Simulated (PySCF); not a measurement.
Vertical excitations of a molecule ClFH5NSi2 from TDA-PBE0/def2-SVPD (PySCF), as energy in eV (oscillator strength): 6.17 (0.024), 6.43 (0.024), 6.62 (0.034), 6.84 (0.032), 7.27 (0.017), 7.60 (0.004), 7.63 (0.054), 7.66 (0.008), 7.76 (0.056), 7.82 (0.030). Lowest triplet (TDA): 5.40 eV. The structure is a stationary point at r2SCAN-D4/def2-SVP. The values are those of a single conformer.

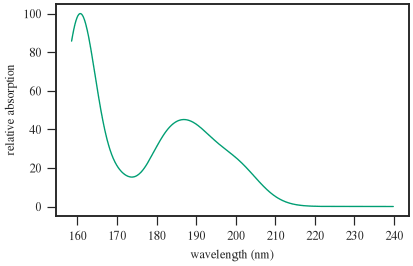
Figure: The lines broadened by 0.4 eV.

Pick the molecule that these values belong to.
(A) N[SiH2][Si@H](F)Cl
(B) N[Si@@H](Cl)[SiH2]F
(C) N[Si@@H](F)[SiH2]Cl
(D) N[Si@@](F)([SiH3])Cl

B, N[Si@@H](Cl)[SiH2]F
